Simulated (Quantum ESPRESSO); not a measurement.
# CrPbO3: which magnetic order is lowest

Aim: find out which collinear order of CrPbO3 costs least.

Main program and level: Quantum ESPRESSO 7.5; PBEsol; plane waves with GBRV 1.5 PBEsol potentials, no spin-orbit coupling.

Experimental background.

For PbCrO3, cubic perovskite (earlier literature sample), “Unraveling structural, electronic, and magnetic ambiguities in Pb1-deltaCrO3 with an insulating charge-transfer band structure” (2024, arxiv:2410.11649) quotes earlier work: moment (ordered Cr moment from earlier neutron diffraction) 2.2 μB [literature value quoted from earlier neutron diffraction; measurement temperature not …].

This is a report of a sequence of runs, with most program output left out.

### Step 1. The starting structure

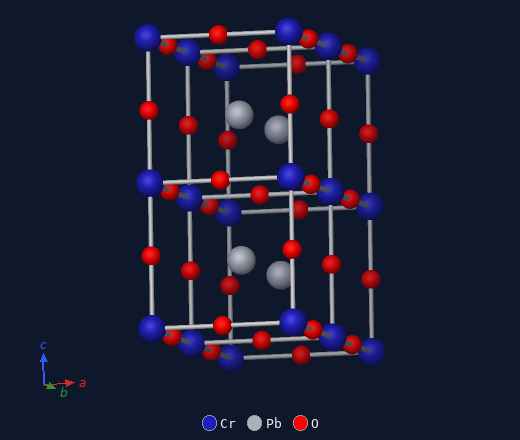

The cell as given, slightly off an axis (chromium blue, lead light grey, oxygen red). 1×2×2 cells are drawn. Some periodic images of atoms are drawn too.

The cell comes from Materials Project 2023-11-01, a database of computed structures, and need not be the stable phase.

### Step 2. Run 1 (ferro +)

The signs are those of the starting moments on the seeded atoms, the atoms that are given a moment.

pw.in

```
&CONTROL
  calculation = 'scf'
  prefix = 'pwscf'
  outdir = './tmp'
  pseudo_dir = './pseudo'
  disk_io = 'nowf'
/
&SYSTEM
  ibrav = 0
  celldm(1) = 8
  nat = 5
  ntyp = 3
  ecutwfc = 40
  ecutrho = 280
  nbnd = 34
  occupations = 'smearing'
  smearing = 'fd'
  degauss = 0.00367493
  nspin = 2
  starting_magnetization(1) = 0.2143
  starting_magnetization(2) = 0
  starting_magnetization(3) = 0
/
&ELECTRONS
  conv_thr = 1d-08
  electron_maxstep = 150
  mixing_beta = 0.3
/
ATOMIC_SPECIES
Cr     51.9961 cr_pbesol_v1.5.uspp.F.UPF
Pb    207.2000 pb_pbesol_v1.uspp.F.UPF
O      15.9990 o_pbesol_v1.2.uspp.F.UPF
CELL_PARAMETERS alat
   0.9475086788874    0.0000000000000    0.0000000000000
   0.0000000000000    0.9475086788874    0.0000000000000
   0.0000000000000    0.0000000000000    0.9475086788874
ATOMIC_POSITIONS crystal
Cr      0.0000000000    0.0000000000    0.0000000000
Pb      0.5000000000    0.5000000000    0.5000000000
O       0.0000000000    0.0000000000    0.5000000000
O       0.0000000000    0.5000000000    0.0000000000
O       0.5000000000    0.0000000000    0.0000000000
K_POINTS automatic
6 6 6 0 0 0
```

Started as:

```bash
$ OMP_NUM_THREADS=1 mpirun -n 4 pw.x -nk 4 -in pw.in > pw.out
```

Wall time 12 s (4 MPI ranks of Arm Neoverse V2, shared host); peak memory 0.42 GiB.

Spin moment in the atom's sphere by atom:

```tsv
atom	spin moment in the atom's sphere (μB)
Cr1	1.81
Pb2	-0.01
O3	-0.05
O4	-0.05
O5	-0.05
```

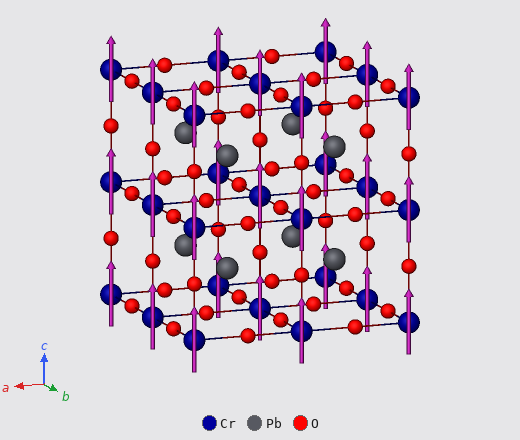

Spin moment in the atom's sphere as arrows, the longest 1.81 μB. Up and down stand for the sign. Arrows give size and sign along the axis of quantisation, drawn up and down the page. 2×2×2 cells are drawn. Some periodic images of atoms are drawn too.

This step gave:

| Property | Result |
| --- | --- |
| smearing term TS | 0.02977 eV |
| magnetization | 2 μB |
| absolute magnetization | 2.324 μB |
| final state | ferromagnetic |

### Step 3. Start 2: antiferro q=(0,0,1/2) +−

This order needs a doubled cell of 10 atoms. The wavevector q is in fractions of the reciprocal vectors of the crystal's primitive cell, as the cells of these inputs are built from it; moments change sign between cells as cos(2π q·R).

pw.in

```
&CONTROL
  calculation = 'scf'
  prefix = 'pwscf'
  outdir = './tmp'
  pseudo_dir = './pseudo'
  disk_io = 'nowf'
/
&SYSTEM
  ibrav = 0
  celldm(1) = 8
  nat = 10
  ntyp = 4
  ecutwfc = 40
  ecutrho = 280
  nbnd = 60
  occupations = 'smearing'
  smearing = 'fd'
  degauss = 0.00367493
  nspin = 2
  starting_magnetization(1) = 0.2143
  starting_magnetization(2) = -0.2143
  starting_magnetization(3) = 0
  starting_magnetization(4) = 0
/
&ELECTRONS
  conv_thr = 2d-08
  electron_maxstep = 150
  mixing_beta = 0.3
/
ATOMIC_SPECIES
Cr1    51.9961 cr_pbesol_v1.5.uspp.F.UPF
Cr2    51.9961 cr_pbesol_v1.5.uspp.F.UPF
Pb    207.2000 pb_pbesol_v1.uspp.F.UPF
O      15.9990 o_pbesol_v1.2.uspp.F.UPF
CELL_PARAMETERS alat
   0.9475086788874    0.0000000000000    0.0000000000000
   0.0000000000000    0.9475086788874    0.0000000000000
   0.0000000000000    0.0000000000000    1.8950173577747
ATOMIC_POSITIONS crystal
Cr1     0.0000000000    0.0000000000    0.0000000000
Cr2     0.0000000000    0.0000000000    0.5000000000
Pb      0.5000000000    0.5000000000    0.2500000000
Pb      0.5000000000    0.5000000000    0.7500000000
O       0.0000000000    0.0000000000    0.2500000000
O       0.0000000000    0.0000000000    0.7500000000
O       0.0000000000    0.5000000000    0.0000000000
O       0.0000000000    0.5000000000    0.5000000000
O       0.5000000000    0.0000000000    0.0000000000
O       0.5000000000    0.0000000000    0.5000000000
K_POINTS automatic
6 6 3 0 0 0
```

Wall time 58 s (4 MPI ranks); peak memory 0.85 GiB; 3.9 min of CPU time.

Spin moment in the atom's sphere by atom:

```tsv
atom	spin moment in the atom's sphere (μB)
Cr1	1.71
Cr2	-1.71
Pb3	0.00
Pb4	0.00
O5	0.00
O6	0.00
O7	-0.05
O8	0.05
O9	-0.05
O10	0.05
```

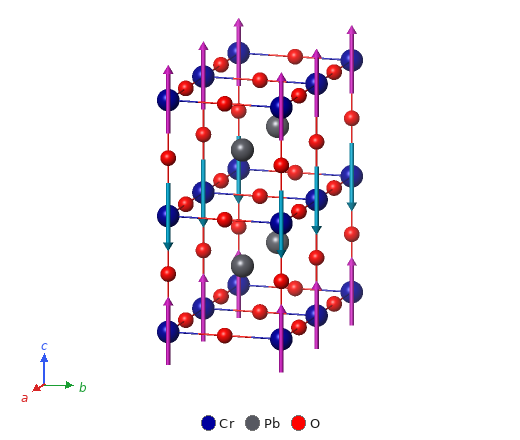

Spin moment in the atom's sphere as arrows, the longest 1.71 μB. Up and down stand for the sign. Arrows give size and sign along the axis of quantisation, drawn up and down the page. The two directions have two colours. 2×1×1 cells are drawn. Some periodic images of atoms are drawn too.

Read from the output:

```
smearing term TS       : 0.05281 eV
magnetization          : 0 μB
absolute magnetization : 4.39 μB
final state            : antiferromagnetic
```

### Step 4. Run 3 (antiferro q=(1/2,1/2,1/2) +−)

This order needs a doubled cell of 10 atoms.

pw.in

```
&CONTROL
  calculation = 'scf'
  prefix = 'pwscf'
  outdir = './tmp'
  pseudo_dir = './pseudo'
  disk_io = 'nowf'
/
&SYSTEM
  ibrav = 0
  celldm(1) = 8
  nat = 10
  ntyp = 4
  ecutwfc = 40
  ecutrho = 280
  nbnd = 60
  occupations = 'smearing'
  smearing = 'fd'
  degauss = 0.00367493
  nspin = 2
  starting_magnetization(1) = 0.2143
  starting_magnetization(2) = -0.2143
  starting_magnetization(3) = 0
  starting_magnetization(4) = 0
/
&ELECTRONS
  conv_thr = 2d-08
  electron_maxstep = 150
  mixing_beta = 0.3
/
ATOMIC_SPECIES
Cr1    51.9961 cr_pbesol_v1.5.uspp.F.UPF
Cr2    51.9961 cr_pbesol_v1.5.uspp.F.UPF
Pb    207.2000 pb_pbesol_v1.uspp.F.UPF
O      15.9990 o_pbesol_v1.2.uspp.F.UPF
CELL_PARAMETERS alat
   1.8950173577747    0.0000000000000    0.0000000000000
   0.9475086788874    0.9475086788874    0.0000000000000
   0.9475086788874    0.0000000000000    0.9475086788874
ATOMIC_POSITIONS crystal
Cr1     0.0000000000    0.0000000000    0.0000000000
Cr2     0.5000000000    0.0000000000    0.0000000000
Pb      0.7500000000    0.5000000000    0.5000000000
Pb      0.2500000000    0.5000000000    0.5000000000
O       0.7500000000    0.0000000000    0.5000000000
O       0.2500000000    0.0000000000    0.5000000000
O       0.7500000000    0.5000000000    0.0000000000
O       0.2500000000    0.5000000000    0.0000000000
O       0.2500000000    0.0000000000    0.0000000000
O       0.7500000000    0.0000000000    0.0000000000
K_POINTS automatic
3 6 6 0 0 0
```

Run time: 66 s. Hardware: 4 MPI ranks; peak memory 0.8 GiB; 4.4 min of CPU time.

Spin moment in the atom's sphere by atom:

```tsv
atom	spin moment in the atom's sphere (μB)
Cr1	1.67
Cr2	-1.67
Pb3	0.00
Pb4	0.00
O5	0.00
O6	0.00
O7	0.00
O8	0.00
O9	0.00
O10	0.00
```

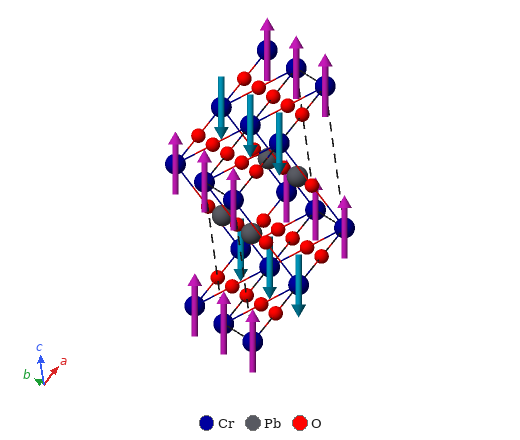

Spin moment in the atom's sphere as arrows, the longest 1.67 μB. Up and down stand for the sign. Arrows give size and sign along the axis of quantisation, drawn up and down the page. The two directions have two colours. 1×2×1 cells are drawn. Some periodic images of atoms are drawn too.

This step gave:

```
smearing term TS       : 0.06677 eV
magnetization          : 0 μB
absolute magnetization : 4.203 μB
final state            : antiferromagnetic
```

### Step 5. Run 4, typed as no spin polarisation

pw.in

```
&CONTROL
  calculation = 'scf'
  prefix = 'pwscf'
  outdir = './tmp'
  pseudo_dir = './pseudo'
  disk_io = 'nowf'
/
&SYSTEM
  ibrav = 0
  celldm(1) = 8
  nat = 5
  ntyp = 3
  ecutwfc = 40
  ecutrho = 280
  nbnd = 32
  occupations = 'smearing'
  smearing = 'fd'
  degauss = 0.00367493
/
&ELECTRONS
  conv_thr = 1d-08
  electron_maxstep = 150
  mixing_beta = 0.3
/
ATOMIC_SPECIES
Cr     51.9961 cr_pbesol_v1.5.uspp.F.UPF
Pb    207.2000 pb_pbesol_v1.uspp.F.UPF
O      15.9990 o_pbesol_v1.2.uspp.F.UPF
CELL_PARAMETERS alat
   0.9475086788874    0.0000000000000    0.0000000000000
   0.0000000000000    0.9475086788874    0.0000000000000
   0.0000000000000    0.0000000000000    0.9475086788874
ATOMIC_POSITIONS crystal
Cr      0.0000000000    0.0000000000    0.0000000000
Pb      0.5000000000    0.5000000000    0.5000000000
O       0.0000000000    0.0000000000    0.5000000000
O       0.0000000000    0.5000000000    0.0000000000
O       0.5000000000    0.0000000000    0.0000000000
K_POINTS automatic
6 6 6 0 0 0
```

The job ended after 6.5 s (4 MPI ranks; peak memory 0.37 GiB; 26 s of CPU time).

Read from the output:

```
smearing term TS : 0.05126 eV
final state      : non-magnetic (no spin polarisation)
```

### Step 6. Energies of the orders

An order is kept where moments of 0.15 μB or more survive with the typed signs; meshes match where a doubled cell samples the same k points as the first cell.

Orders:

```tsv
start	final state	typed order kept	energy over the lowest (meV a seeded atom)	largest site moment (μB)	net moment (μB a cell of the first run)	mesh matched	CPU time (s)
ferro +	ferromagnetic	yes	11.03	1.81	2	yes	46.73
antiferro q=(0,0,1/2) +-	antiferromagnetic	yes	0	1.713	0	yes	231.5
antiferro q=(1/2,1/2,1/2) +-	antiferromagnetic	yes	6.083	1.669	0	yes	263.4
no spin polarisation	non-magnetic	-	419.4	0	0	yes	25.52
```

### Step 7. Energy mapping

E = −Σ J e·e over ordered pairs of unit vectors, so each pair counts twice. As many shells are taken as there are differences of energy, so the couplings are solved for and no residual tests the model; further shells are folded in, and shells whose pairs keep their relative signs in all orders cancel and are not probed. Couplings from the energies:

```tsv
pair	distance (Å)	neighbours an atom	J (meV)
Cr-Cr	4.011	6	-0.412
Cr-Cr	5.673	12	-0.5862
```

### Step 8. Results

```yaml
lowest_state_found: antiferromagnetic (from antiferro q=(0,0,1/2) +-)
largest_site_moment: 1.71 μB
next_state_with_moments: antiferromagnetic, 6.08 meV a seeded atom higher
state_without_moments: 419 meV a seeded atom higher
j_of_the_weightiest_shell: -0.586 meV
```

**Reading.** Forming the moments gains more than four times the spread of the orders, as local moments do. The smearing terms TS of the orders run from 26 to 33 meV a seeded atom, so the differences would change at a smaller width: an order with a larger TS is lowered more by the smearing. The largest moment changes by 7.8 % between the kept orders, a modest change. Only these 4 starts were compared; other wavevectors, canted and longer-period orders were not. A computed site moment is spin alone and hangs on the region that is counted: the program's spheres do not touch and miss the tail of the moment. Measured moments hold any orbital part as well, and belong to the order of the sample, which need not be the order of this run. No Hubbard term acts here. In such compounds local and semilocal functionals without one often delocalise the d electrons, and can shrink or lose moments and miss the size, sign and order of the couplings. The smearing term is large for its width, so states at the Fermi level are partly filled: at this level the cell is a metal or has a gap of a few widths at most.

Comparison with the measured values:

```
        quantity  measured   in the sphere
moment (Cr) (μB)       2.2  1.71 (-22.1 %)
```

Measured values from arxiv:2410.11649 (2024).

**Verdict.** The moment is off by -22.1 %. No cell relaxation is part of this session.

[Logs and program files are shortened in this print: banners, set-up blocks, solver, clock and traceback lines can be left out without a mark of their own.]

[Logs are printed without paths, hosts, clocks, repeated set-up lines and the standing remarks that a program may print on its own settings, such as how far it seeks lower states.]

[Hosts, paths, dates, database ids (printed as entryN), source tags and the programs' standing remarks are cut or masked in the printed files.]

[Where a cell is said to come from a database of computed structures, the database is the Materials Project.]
